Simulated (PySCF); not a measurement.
# PdH₄: structure of the triplet

The task is one start of a wider search on PdH₄: the triplet, built as square planar. It is relaxed, tested by its Hessian and followed downhill if it is a saddle.

Computed with PySCF 2.14.0. Level: PBE0, basis Pd def2-TZVP with ECP28, H def2-TZVP, scalar-relativistic core potentials, no spin–orbit coupling, density fitting.

## 1. The system as given

5 atoms, charge 0, spin multiplicity 3.

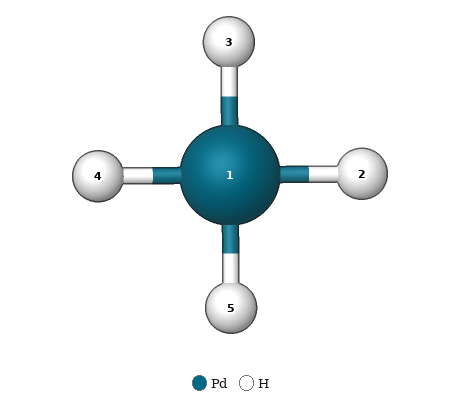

The starting geometry (palladium blue, hydrogen white); atoms are numbered from 1 in the order of the file.

```xyz
5
charge 0 multiplicity 3
Pd    0.0000    0.0000    0.0000
H     1.5200    0.0000    0.0000
H     0.0000    1.5200    0.0000
H    -1.5200    0.0000    0.0000
H     0.0000   -1.5200    0.0000
```

## 2. Relaxing the triplet from the square planar start

The steps below are one call of a driver around PySCF. For each, scf.py gives the equivalent set-up of the SCF; relaxations use the driver's own optimiser. Before each start the driver seeks the lowest SCF state from one or more starting densities and follows internal instabilities, so scf.py alone need not reach the same state.

The program finds D4h symmetry in the start, which this walk keeps. The walk stops when the largest gradient is under 0.0003 Eh/bohr and the energy has settled too.

Contents of scf.py:

```python
from pyscf import gto, scf, dft
mol = gto.M(atom='''
Pd     0.000000     0.000000    -0.000000
H      1.520000    -0.000000    -0.000000
H      0.000000     1.520000     0.000000
H     -1.520000     0.000000     0.000000
H     -0.000000    -1.520000    -0.000000''',
    basis={'Pd': 'def2-TZVP', 'H': 'def2-TZVP'},
    ecp={'Pd': 'def2-TZVP'},
    charge=0, spin=2)
mf = dft.UKS(mol, xc='PBE0')
mf.grids.atom_grid = (50, 194)
aux = {'Pd': 'def2-universal-JKFIT', 'H': 'def2-universal-JKFIT'}
mf = mf.density_fit(auxbasis=aux)
mf.kernel()
```

Energy and gradient, step by step:

| step | energy (Eh) | change (kJ/mol) | largest symmetric gradient (Eh/bohr) |
| --- | --- | --- | --- |
| 0 | -130.074358 | 0.00 | 0.03755 |
| 1 | -130.085902 | -30.31 | 0.01702 |
| 2 | -130.089298 | -39.23 | 0.00317 |
| 3 | -130.089437 | -39.59 | 0.00038 |
| 4 | -130.089439 | -39.59 | 0.00001 |

The walk ran for 5 s (4 threads, shared host).

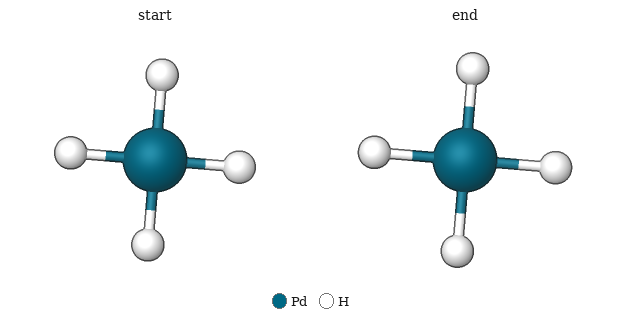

Start and end of the relaxation.

It settles in D4h symmetry, 39.6 kJ/mol below the start, after 4 steps: Pd–H 1.634 Å (×4); H–Pd–H 90.0° (×4), H–Pd–H 180.0° (×2). A gradient of 0.0160 Eh/bohr that breaks the symmetry is left: this electronic state wants a lower symmetry.

## 3. Relaxing without the symmetry constraint

The geometry is nudged along the force that breaks the symmetry.

The program finds D2h symmetry in the start, which may break.

Changes to scf.py since step 2:

```diff
@@ -3,5 +3,5 @@
-Pd     0.000000     0.000000    -0.000000
-H      1.520000    -0.000000    -0.000000
-H      0.000000     1.520000     0.000000
-H     -1.520000     0.000000     0.000000
-H     -0.000000    -1.520000    -0.000000''',
+Pd     0.000000     0.000000     0.000000
+H      1.633893    -0.049999     0.000000
+H     -0.050001     1.633893    -0.000000
+H     -1.633893     0.049999    -0.000000
+H      0.050001    -1.633893     0.000000''',
```

Energy and gradient, step by step:

| step | energy (Eh) | change (kJ/mol) | largest gradient (Eh/bohr) |
| --- | --- | --- | --- |
| 0 | -130.095167 | 0.00 | 0.01439 |
| 1 | -130.105081 | -26.03 | 0.01178 |
| 2 | -130.120687 | -67.00 | 0.00803 |
| 3 | -130.133678 | -101.11 | 0.00941 |
| 4 | -130.146630 | -135.12 | 0.00478 |
| 5 | -130.147087 | -136.31 | 0.00189 |
| 6 | -130.147189 | -136.58 | 0.00101 |
| 7 | -130.147199 | -136.61 | 0.00041 |
| 8 | -130.147202 | -136.62 | 0.00005 |

The walk took 8.6 s.

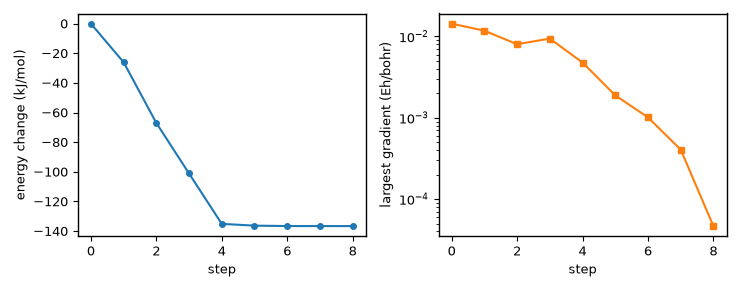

How energy and gradient fall.

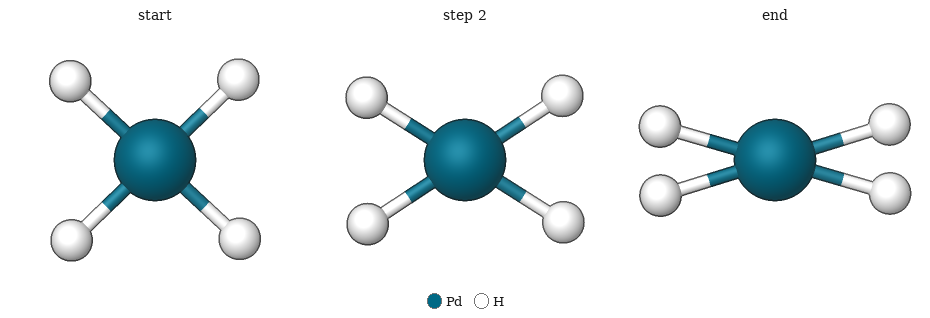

Start and end of the relaxation, with a step between.

It settles in D2h symmetry, 136.6 kJ/mol below the start, after 8 steps: H–H 0.971 Å (×2), Pd–H 1.696 Å (×4); H–H–Pd 73.4° (×4), H–Pd–H 33.3° (×2), H–Pd–H 146.7° (×2), H–Pd–H 180.0° (×2).

## 4. Hessian and properties

On the finer grid the gradient is checked again; gradients at displacements of ±0.01 bohr then give force constants and infrared intensities.

Changes to scf.py since step 3:

```diff
@@ -3,5 +3,5 @@
-Pd     0.000000     0.000000     0.000000
-H      1.633893    -0.049999     0.000000
-H     -0.050001     1.633893    -0.000000
-H     -1.633893     0.049999    -0.000000
-H      0.050001    -1.633893     0.000000''',
+Pd     0.000000    -0.000000    -0.000000
+H      1.492634    -0.806084     0.000000
+H     -0.806086     1.492633    -0.000000
+H     -1.492634     0.806084    -0.000000
+H      0.806086    -1.492633     0.000000''',
@@ -12 +12 @@
-mf.grids.atom_grid = (50, 194)
+mf.grids.atom_grid = (75, 302)
```

The driver hands on the density of the step before, so the log starts near convergence.

Log of the central SCF (cycles and frontier levels):

```text
init E= -130.147128188255
[... the frontier-level lines of each cycle are left out ...]
cycle= 1 E= -130.147128188321  delta_E= -6.61e-11  |g|= 8.46e-06  |ddm|= 2.33e-05
Extra cycle  E= -130.147128188333  delta_E= -1.25e-11  |g|= 1.34e-05  |ddm|= 1.87e-05
converged SCF energy = -130.147128188333  <S^2> = 2.0041062  2S+1 = 3.0027362
```

The whole step took 11 s.

Geometry: D2h; H–H 0.971 Å (×2), Pd–H 1.696 Å (×4); H–H–Pd 73.4° (×4), H–Pd–H 33.3° (×2), H–Pd–H 146.7° (×2), H–Pd–H 180.0° (×2).

Modes, for the most abundant isotopes:

```json
{"symmetry": "b1u", "ω (cm⁻¹)": "523", "IR (km/mol)": "1156", "μ (u)": "1.03"}
{"symmetry": "b2u", "ω (cm⁻¹)": "530", "IR (km/mol)": "215", "μ (u)": "1.04"}
{"symmetry": "b3u", "ω (cm⁻¹)": "592", "IR (km/mol)": "0.4", "μ (u)": "1.05"}
{"symmetry": "au", "ω (cm⁻¹)": "828", "IR (km/mol)": "0.0", "μ (u)": "1.01"}
{"symmetry": "ag", "ω (cm⁻¹)": "1119", "IR (km/mol)": "0.0", "μ (u)": "1.01"}
{"symmetry": "b2u", "ω (cm⁻¹)": "1591", "IR (km/mol)": "425", "μ (u)": "1.01"}
{"symmetry": "b1u", "ω (cm⁻¹)": "1753", "IR (km/mol)": "2016", "μ (u)": "1.02"}
{"symmetry": "b3g", "ω (cm⁻¹)": "1861", "IR (km/mol)": "0.0", "μ (u)": "1.01"}
{"symmetry": "ag", "ω (cm⁻¹)": "2057", "IR (km/mol)": "0.0", "μ (u)": "1.01"}
```

All wavenumbers are real: a minimum.

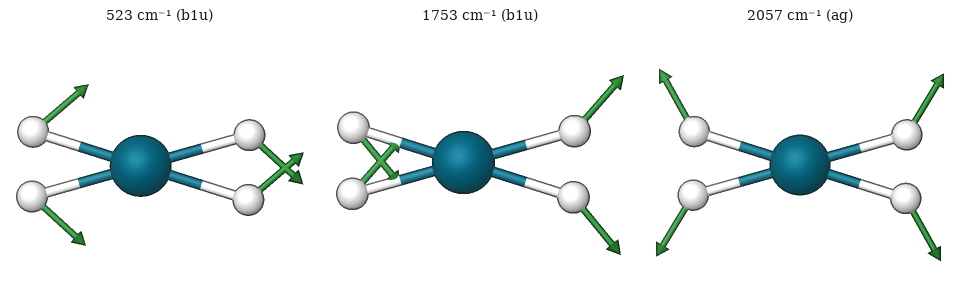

How the atoms move in 3 of the modes.

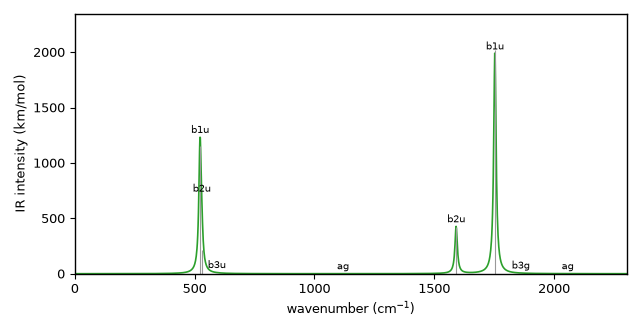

The harmonic infrared spectrum (widths in cm⁻¹). Lines are broadened to a width of 12 cm⁻¹ (Lorentzian).

Constants and moments:

* Dipole moment: 0.00 D
* Highest occupied level: -3.99 eV
* Lowest empty level: -4.60 eV
* Rotational constants: 17.74, 1.583, 1.453 cm⁻¹
* Zero-point energy: 64.9 kJ/mol
* Principal polarisabilities: 23.6, 58.8, 78.0 bohr³
* Atomisation energy without zero-point energy: 750 kJ/mol
* Principal traceless quadrupole moments about the centre of mass: -5.43, 2.14, 3.29 D Å
* Entropy at 298.15 K and 1 bar (electronic part: spin only): 241.4 J/(mol K)
* Heat capacity Cp at 298.15 K: 51.7 J/(mol K)
* Enthalpy at 298.15 K above 0 K: 11.69 kJ/mol
* Rotational symmetry number: 4
* Spin squared ⟨S²⟩: 2.004

Populations by atom (charges in e):

```csv
atom,Mulliken,Löwdin,polar tensor,spin (Mulliken),Mayer order to Pd1
Pd1,-0.05,-0.28,-0.33,1.33,–
"H2,3,4,5",0.01,0.07,0.08,0.17,0.54
```

Mulliken populations on Pd1 (outside its core potential): s 2.45, p 6.65, d 8.94, f 0.00.

## 5. Summary of results

```
                                          quantity                                                                                                              value
                                           minimum                                                                                                       triplet, D2h
                                          geometry  H–H 0.971 Å (×2), Pd–H 1.696 Å (×4); H–H–Pd 73.4° (×4), H–Pd–H 33.3° (×2), H–Pd–H 146.7° (×2), H–Pd–H 180.0° (×2)
                                wavenumbers (cm⁻¹)                523 (b1u), 530 (b2u), 592 (b3u), 828 (au), 1119 (ag), 1591 (b2u), 1753 (b1u), 1861 (b3g), 2057 (ag)
                                     dipole moment                                                                                                             0.00 D
highest occupied, lowest empty level (either spin)                                                                                                    -3.99, -4.60 eV
                        polar-tensor charge of Pd1                                                                                                            -0.33 e
                                 zero-point energy                                                                                                        64.9 kJ/mol
                               entropy at 298.15 K                                                                                                    241.4 J/(mol K)
         atomisation energy (no zero-point energy)                                                                                                         750 kJ/mol
                                              ⟨S²⟩                                                                                                              2.004
```

**Reading.** From D4h at the start the molecule goes to a D2h minimum. An empty level of one spin lies below a filled level of the other, which hints that a lower spin is more stable. The strongest infrared band lies at 1753 cm⁻¹ (b1u). Most of the spin sits on Pd1 (Mulliken spin 1.33, against 2 for the whole molecule). Other starts or spin states, not run here, may lie lower. Open d and f shells are described by one determinant, and the ground state may have another occupation or spin.

The search up to here took 31 s.
